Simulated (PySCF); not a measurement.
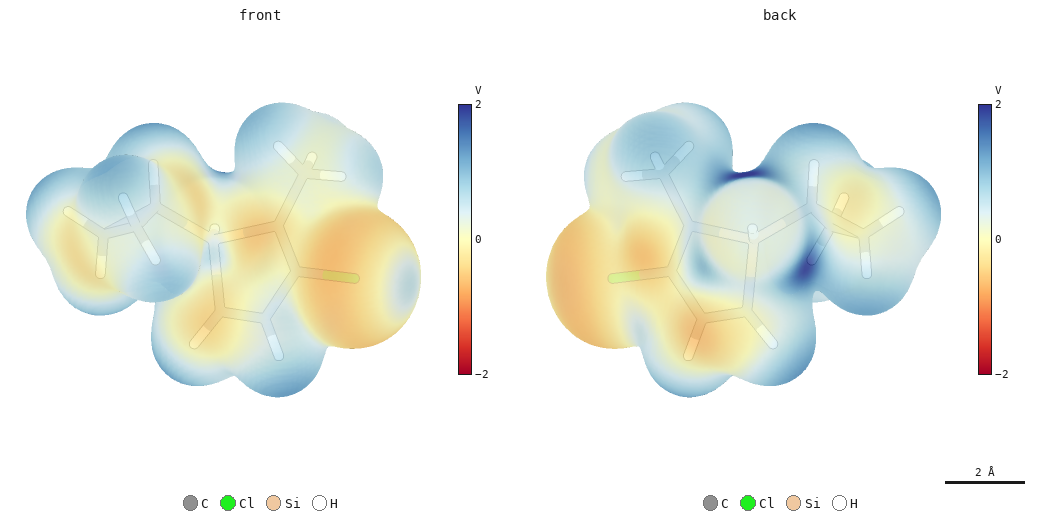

Figure. C₈H₁₁ClSi. The electrostatic potential painted on the density surface at 0.004 e/bohr³, seen from the front and from behind; red is negative and blue positive.

Geometry: GFN2-xTB.

The calculation used PySCF, PBE0/pcSseg-1, SCF density, gas phase, non-relativistic.

| atom | x (Å) | y (Å) | z (Å) |
| --- | --- | --- | --- |
| C | -2.3585 | -1.2593 | 0.8175 |
| C | -1.5949 | -0.1461 | 0.1942 |
| C | -1.8736 | 1.1583 | 0.3054 |
| Cl | -3.2010 | 1.8043 | 1.2171 |
| C | -1.0084 | 2.1055 | -0.3838 |
| C | 0.0031 | 1.5745 | -1.0774 |
| Si | -0.0513 | -0.3015 | -0.9008 |
| C | 1.4196 | -1.0220 | 0.0297 |
| C | 2.8064 | -0.4995 | -0.2249 |
| C | 2.1304 | -0.1982 | 1.0692 |
| H | -1.7074 | -1.8341 | 1.4756 |
| H | -2.7266 | -1.9366 | 0.0472 |
| H | -3.2041 | -0.8887 | 1.3936 |
| H | -1.2176 | 3.1620 | -0.3041 |
| H | 0.7005 | 2.1824 | -1.6277 |
| H | -0.3063 | -1.0155 | -2.1571 |
| H | 1.3606 | -2.0830 | 0.2396 |
| H | 2.9281 | 0.3018 | -0.9369 |
| H | 3.6244 | -1.2047 | -0.2256 |
| H | 2.4820 | -0.6927 | 1.9626 |
| H | 1.7856 | 0.8101 | 1.2409 |

> Describe the electrostatic potential map.

The most negative region (about −0.6 V) lies over Cl4, C5 and C6, the most positive (about +1.9 V) over Si7. Cl4 shows a σ-hole: about +0.6 V at the tip opposite its bond, against about −0.4 V on its flanks.

> What dipole moment does the calculation give?

Its dipole moment is 2.21 D.
